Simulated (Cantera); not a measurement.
Input: 1 mol TiO₂, 3.5 mol C, 0.89 mol CO, 0.36 mol CH₄, equilibrated at 0.133 bar.

Cantera equilibrium calculation (NASA polynomials, part measured and part estimated; ideal gas, pure solids and liquids). Candidate condensed phases: C, C₆H₆, C₇H₈, C₈H₁₈, H₂O, Ti, TiC, TiO, TiO₂, Ti₂O₃, Ti₃O₅, Ti₄O₇; 113 gas species. TiC: taken at fixed stoichiometry. Condensed phases not in the tables: Magnéli phases beyond Ti₄O₇. Equilibrium is a limit: real reactors are often held back by kinetics, nucleation or transport.

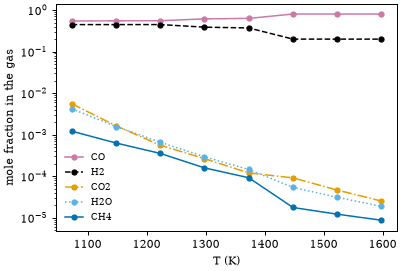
Figure: Equilibrium gas composition (values under 1e-9 drawn at 1e-9)

Question: Read off the mole fractions at 1523 K.

Answer: CO about 0.80, H₂ about 0.20, CO₂ about 4.6e-5, H₂O about 3.1e-5, CH₄ about 1.2e-5.
